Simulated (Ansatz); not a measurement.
## Geometry relaxation, with input and output: CuSi16 (charge +1) (part 3 of 3)

CuSi16 (defect cell, 17 atoms in the cell, total charge +1); DFT PBE-D3(BJ), scalar-relativistic, plane waves, PAW, PAW set soft_1, no spin polarisation (Ansatz 0.2.0); cutoff 420 eV, 2×2×2 k-mesh, Gaussian smearing of 0.05 eV. It belongs to a series of runs on one base structure; here: end point A relaxed.

Geometry of the input (Å; fractional positions):
```
0.0000  5.4300  5.4300
5.4300  0.0000  5.4300
5.4300  5.4300  0.0000
Si 0.0000  0.0000  0.0000
Si 0.1250  0.1250  0.1250
Si -0.0000  0.0000  0.5000
Si 0.1250  0.1250  0.6250
Si -0.0000  0.5000  0.0000
Si 0.1250  0.6250  0.1250
Si -0.0000  0.5000  0.5000
Si 0.1250  0.6250  0.6250
Si 0.5000  -0.0000  0.0000
Si 0.6250  0.1250  0.1250
Si 0.5000  0.0000  0.5000
Si 0.6250  0.1250  0.6250
Si 0.5000  0.5000  0.0000
Si 0.6250  0.6250  0.1250
Si 0.5000  0.5000  0.5000
Si 0.6250  0.6250  0.6250
Cu 0.7487  0.2549  0.7449
```

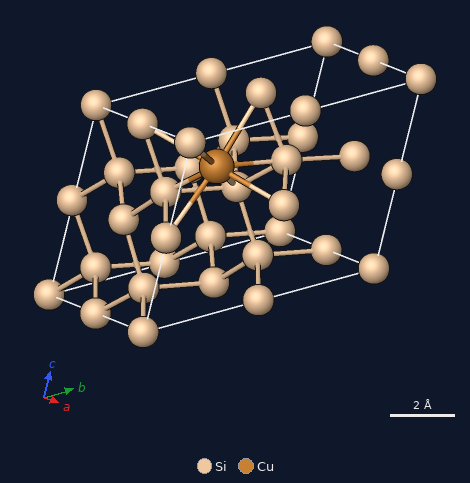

*The geometry at step 6 of the log (ball-and-stick view of the cell of the calculation, seen slightly off an axis).*

**Trajectory as extended XYZ, continued**
```
17
Lattice="0.0000 5.4300 5.4300 5.4300 0.0000 5.4300 5.4300 5.4300 0.0000" Properties=species:S:1:pos:R:3:forces:R:3 step=2 energy=-16808.18613
Si   -0.0008    0.0198    0.0000   -0.0037   0.0579   0.0099
Si    1.3669    1.3497    1.3660   -0.0303   0.0511  -0.0422
Si    2.6951    2.7159   -0.0014   -0.0785  -0.0135   0.0032
Si    4.0582    4.0886    1.3709   -0.1094   0.1462   0.0889
Si    2.7151    0.0030    2.7133    0.0002  -0.0108   0.0062
Si    4.0622    1.3487    4.0613    0.0334   0.0543   0.0214
Si    5.4314    2.7151    2.7351    0.0070  -0.0174   0.0909
Si    6.7999    4.0863    4.0593   -0.0385  -0.0172   0.0263
Si   -0.0014    2.7151    2.6952   -0.0065  -0.0174  -0.0662
Si    1.3684    4.0852    4.0606    0.0727   0.1076  -0.0925
Si    2.7148    5.4227    2.7192    0.0002  -0.0267   0.0152
Si    4.0558    6.7724    4.0547   -0.1391  -0.1021  -0.1609
Si    2.7348    2.7143    5.4313    0.0776  -0.0213   0.0167
Si    4.0614    4.0851    6.7978    0.0356  -0.0145  -0.0477
Si    5.4308    5.4096    5.4299    0.0041  -0.1013   0.0099
Si    6.8076    6.7692    6.8065    0.1821  -0.1429   0.1595
Cu    5.4290    8.1096    5.4503   -0.0070   0.0681  -0.0387
17
Lattice="0.0000 5.4300 5.4300 5.4300 0.0000 5.4300 5.4300 5.4300 0.0000" Properties=species:S:1:pos:R:3:forces:R:3 step=3 energy=-16808.19318
Si   -0.0022    0.0250    0.0004   -0.0028  -0.0081   0.0101
Si    1.3647    1.3545    1.3623    0.0008   0.0172  -0.0087
Si    2.6910    2.7166   -0.0035    0.0014  -0.0133   0.0016
Si    4.0537    4.0950    1.3745    0.0078   0.0170  -0.0257
Si    2.7153    0.0053    2.7120    0.0017  -0.0134   0.0076
Si    4.0642    1.3534    4.0619   -0.0009   0.0209  -0.0105
Si    5.4339    2.7145    2.7386    0.0111  -0.0187   0.0045
Si    6.7984    4.0872    4.0594   -0.0078   0.0145  -0.0058
Si   -0.0038    2.7144    2.6906   -0.0065  -0.0179   0.0047
Si    1.3695    4.0879    4.0586   -0.0277   0.0011   0.0102
Si    2.7147    5.4151    2.7235    0.0025  -0.0334   0.0191
Si    4.0486    6.7669    4.0465   -0.0048   0.0252  -0.0183
Si    2.7388    2.7122    5.4342    0.0009  -0.0233   0.0192
Si    4.0632    4.0857    6.7944    0.0014   0.0169  -0.0148
Si    5.4322    5.4064    5.4302    0.0074  -0.0083   0.0109
Si    6.8181    6.7604    6.8161    0.0188   0.0072   0.0049
Cu    5.4288    8.1098    5.4502   -0.0035   0.0163  -0.0090
17
Lattice="0.0000 5.4300 5.4300 5.4300 0.0000 5.4300 5.4300 5.4300 0.0000" Properties=species:S:1:pos:R:3:forces:R:3 step=4 energy=-16808.19474
Si   -0.0149    0.0406    0.0011    0.0631   0.0770  -0.0389
Si    1.3602    1.3824    1.3458   -0.0388  -0.0921   0.0449
Si    2.6895    2.7240   -0.0226    0.0349   0.0781  -0.0219
Si    4.0622    4.0990    1.3563   -0.0385  -0.0827  -0.0124
Si    2.7134    0.0230    2.7013    0.0374   0.0694  -0.0342
Si    4.0612    1.3803    4.0481   -0.0501  -0.0874   0.0327
Si    5.4566    2.7059    2.7327    0.0445   0.0739  -0.0602
Si    6.7964    4.1123    4.0435   -0.0238  -0.0588   0.0142
Si   -0.0255    2.7114    2.6821    0.0702   0.0891  -0.0383
Si    1.3366    4.0731    4.0801   -0.0841  -0.0693   0.0313
Si    2.7243    5.3500    2.7620    0.0448   0.1343  -0.0652
Si    4.0403    6.7726    4.0319   -0.0319  -0.0247   0.0515
Si    2.7376    2.6941    5.4588    0.0148   0.0887  -0.0478
Si    4.0595    4.1094    6.7794   -0.0593  -0.0682   0.0501
Si    5.4462    5.4148    5.4365    0.0523   0.1036  -0.0239
Si    6.8528    6.7372    6.8444   -0.0753  -0.0536   0.0104
Cu    5.4326    8.0804    5.4687    0.0398  -0.1771   0.1077
17
Lattice="0.0000 5.4300 5.4300 5.4300 0.0000 5.4300 5.4300 5.4300 0.0000" Properties=species:S:1:pos:R:3:forces:R:3 step=5 energy=-16808.19918
Si   -0.0101    0.0388    0.0007    0.0243   0.0157  -0.0028
Si    1.3628    1.3725    1.3518   -0.0236  -0.0088  -0.0021
Si    2.6874    2.7249   -0.0194    0.0199   0.0092   0.0065
Si    4.0594    4.0953    1.3579   -0.0359   0.0099  -0.0243
Si    2.7181    0.0208    2.7043    0.0170   0.0062   0.0021
Si    4.0625    1.3748    4.0534   -0.0273  -0.0104  -0.0056
Si    5.4518    2.7104    2.7311    0.0253   0.0015  -0.0027
Si    6.7957    4.1077    4.0454   -0.0160  -0.0039  -0.0099
Si   -0.0187    2.7138    2.6815    0.0277   0.0155  -0.0020
Si    1.3403    4.0741    4.0759   -0.0364   0.0144  -0.0228
Si    2.7238    5.3662    2.7535    0.0351   0.0275  -0.0031
Si    4.0418    6.7735    4.0369   -0.0326   0.0197  -0.0142
Si    2.7347    2.7004    5.4519    0.0209   0.0088   0.0014
Si    4.0591    4.1024    6.7820   -0.0283  -0.0065   0.0011
Si    5.4431    5.4161    5.4338    0.0293   0.0189   0.0121
Si    6.8443    6.7390    6.8399   -0.0330   0.0046  -0.0132
Cu    5.4332    8.0797    5.4691    0.0336  -0.1223   0.0795
17
Lattice="0.0000 5.4300 5.4300 5.4300 0.0000 5.4300 5.4300 5.4300 0.0000" Properties=species:S:1:pos:R:3:forces:R:3 step=6 energy=-16808.20905
Si   -0.0114    0.0564   -0.0115   -0.0275   0.0191   0.0018
Si    1.3528    1.3930    1.3371    0.0286  -0.0075   0.0008
Si    2.6854    2.7432   -0.0324   -0.0256   0.0149  -0.0074
Si    4.0700    4.0977    1.3364   -0.0368   0.0178  -0.0044
Si    2.7081    0.0376    2.6894   -0.0173   0.0156   0.0013
Si    4.0480    1.3850    4.0427    0.0226  -0.0066  -0.0015
Si    5.4630    2.7018    2.7244   -0.0234   0.0047  -0.0149
Si    6.7857    4.1214    4.0285    0.0256  -0.0170   0.0074
Si   -0.0213    2.7308    2.6736   -0.0317   0.0113  -0.0107
Si    1.3242    4.0637    4.0926    0.0233   0.0506  -0.0763
Si    2.7530    5.3345    2.7825   -0.0194   0.0164   0.0027
Si    4.0426    6.7940    4.0329   -0.0058  -0.0037  -0.0127
Si    2.7275    2.6824    5.4707   -0.0321   0.0173  -0.0078
Si    4.0429    4.1112    6.7739    0.0260  -0.0112  -0.0023
Si    5.4495    5.4184    5.4391   -0.0177   0.0350   0.0096
Si    6.8590    6.7038    6.8680    0.0303  -0.0145  -0.0015
Cu    5.4503    8.0356    5.5020    0.0809  -0.1420   0.1157
17
Lattice="0.0000 5.4300 5.4300 5.4300 0.0000 5.4300 5.4300 5.4300 0.0000" Properties=species:S:1:pos:R:3:forces:R:3 step=7 energy=-16808.20380 accepted=F
Si   -0.0326    0.1108   -0.0333   -0.2032   0.0024  -0.0917
Si    1.3327    1.4362    1.3054    0.1663   0.0169   0.0463
Si    2.6669    2.7834   -0.0728   -0.1657   0.0281  -0.0776
Si    4.0842    4.0936    1.2713    0.0842   0.0091   0.1357
Si    2.6935    0.0823    2.6596   -0.1749   0.0199  -0.0710
Si    4.0140    1.4301    4.0163    0.1816  -0.0028   0.0457
Si    5.5005    2.6782    2.6954   -0.1903  -0.0053   0.0601
Si    6.7587    4.1587    3.9821    0.1744  -0.0183   0.0939
Si   -0.0520    2.7619    2.6353   -0.1945   0.0295  -0.0621
Si    1.2376    4.0505    4.1106    0.2941   0.0529  -0.0409
Si    2.8412    5.2399    2.8743   -0.2111  -0.0434  -0.0424
Si    4.0506    6.8418    4.0357    0.1294  -0.0420   0.0414
Si    2.6886    2.6649    5.4946   -0.1029  -0.0233  -0.0499
Si    3.9983    4.1400    6.7378    0.2081   0.0026   0.0548
Si    5.4890    5.4333    5.4700   -0.1875  -0.1511  -0.0648
Si    6.9402    6.6140    6.9511    0.1643   0.0192   0.0277
Cu    5.5177    7.8909    5.6163    0.0274   0.1059  -0.0055
17
Lattice="0.0000 5.4300 5.4300 5.4300 0.0000 5.4300 5.4300 5.4300 0.0000" Properties=species:S:1:pos:R:3:forces:R:3 step=8 energy=-16808.22521
Si   -0.0327    0.0692   -0.0276   -0.0301   0.0202  -0.0228
Si    1.3339    1.4032    1.3192    0.0289  -0.0115   0.0128
Si    2.6649    2.7574   -0.0462   -0.0167   0.0229  -0.0201
Si    4.0680    4.0901    1.3110   -0.0094   0.0020   0.0141
Si    2.6924    0.0527    2.6717   -0.0239   0.0250  -0.0172
Si    4.0317    1.3996    4.0258    0.0102  -0.0215   0.0043
Si    5.4744    2.6893    2.7122   -0.0187   0.0026  -0.0069
Si    6.7718    4.1354    4.0111    0.0324  -0.0153   0.0109
Si   -0.0389    2.7451    2.6525   -0.0277   0.0231  -0.0141
Si    1.2923    4.0607    4.0889    0.0216   0.0213  -0.0302
Si    2.7990    5.3016    2.8287   -0.0336   0.0109  -0.0152
Si    4.0544    6.8240    4.0456    0.0085  -0.0182   0.0075
Si    2.7114    2.6771    5.4740   -0.0109   0.0080  -0.0132
Si    4.0269    4.1259    6.7549    0.0138  -0.0124   0.0192
Si    5.4685    5.4284    5.4555   -0.0152   0.0252  -0.0035
Si    6.9076    6.6675    6.9069    0.0066  -0.0209   0.0071
Cu    5.5034    7.9831    5.5657    0.0641  -0.0612   0.0673
17
Lattice="0.0000 5.4300 5.4300 5.4300 0.0000 5.4300 5.4300 5.4300 0.0000" Properties=species:S:1:pos:R:3:forces:R:3 step=9 energy=-16808.22800
Si   -0.0567    0.0630   -0.0511    0.0108  -0.0254   0.0230
Si    1.2998    1.4047    1.3029   -0.0217   0.0182  -0.0131
Si    2.6445    2.7627   -0.0467    0.0144  -0.0382   0.0228
Si    4.0652    4.0684    1.3037    0.0212   0.0307  -0.0184
Si    2.6535    0.0557    2.6518    0.0144  -0.0224   0.0086
Si    4.0043    1.3867    4.0073    0.0073   0.0243  -0.0060
Si    5.4736    2.6682    2.7137   -0.0137  -0.0192  -0.0056
Si    6.7560    4.1319    4.0094   -0.0267   0.0152  -0.0001
Si   -0.0529    2.7626    2.6454    0.0118  -0.0389   0.0094
Si    1.2939    4.0757    4.0623   -0.0006   0.0215   0.0084
Si    2.8494    5.3078    2.8495   -0.0023  -0.0423   0.0106
Si    4.0782    6.8456    4.0832   -0.0039   0.0501  -0.0267
Si    2.7063    2.6732    5.4663    0.0086  -0.0315   0.0163
Si    4.0070    4.1309    6.7502    0.0061   0.0228  -0.0137
Si    5.4784    5.4324    5.4767   -0.0183  -0.0315  -0.0011
Si    6.9313    6.6400    6.9308   -0.0049   0.0628  -0.0192
Cu    5.5975    8.0008    5.5944   -0.0029   0.0038   0.0047
17
Lattice="0.0000 5.4300 5.4300 5.4300 0.0000 5.4300 5.4300 5.4300 0.0000" Properties=species:S:1:pos:R:3:forces:R:3 step=10 energy=-16808.22893
Si   -0.0507    0.0636   -0.0478    0.0017   0.0190   0.0007
Si    1.3050    1.4045    1.3067    0.0032  -0.0103   0.0029
Si    2.6469    2.7594   -0.0459   -0.0033   0.0140  -0.0049
Si    4.0675    4.0744    1.2995    0.0009  -0.0160   0.0006
Si    2.6583    0.0537    2.6583    0.0057   0.0011   0.0083
Si    4.0106    1.3902    4.0100   -0.0003  -0.0104  -0.0060
Si    5.4714    2.6730    2.7112    0.0112   0.0047  -0.0002
Si    6.7541    4.1329    4.0127   -0.0022  -0.0036  -0.0064
Si   -0.0489    2.7590    2.6479   -0.0010   0.0114  -0.0042
Si    1.2951    4.0724    4.0707    0.0052  -0.0111  -0.0021
Si    2.8400    5.3010    2.8441   -0.0067   0.0098  -0.0019
Si    4.0692    6.8452    4.0708    0.0002  -0.0055   0.0010
Si    2.7126    2.6741    5.4698   -0.0135   0.0024   0.0095
Si    4.0127    4.1337    6.7534   -0.0022  -0.0025   0.0003
Si    5.4729    5.4350    5.4722    0.0146   0.0046   0.0110
Si    6.9315    6.6504    6.9278   -0.0145  -0.0128  -0.0051
Cu    5.5811    7.9879    5.5883    0.0011   0.0051  -0.0035
```

**Summary**

| quantity | value |
| --- | --- |
| outcome | converged |
| electrons treated | 82 |
| free energy | −16808.2289 eV |
| Fermi energy | 7.100 eV |
| final volume | 320.21 Å³ |
| largest force (length of the vector) at the end | 0.020 eV/Å |
| hardware | 1 thread of Arm Neoverse V1, 24 GiB of memory available, shared host |
| wall time | 68 s |
| peak memory | 0.56 GiB |

**Remarks**

The cell is charged and computed with a neutralising background, so its energy and pressure depend on the cell and aren't those of a real crystal. The k-point mesh is coarse for a cell of this size, so the results may not be converged.
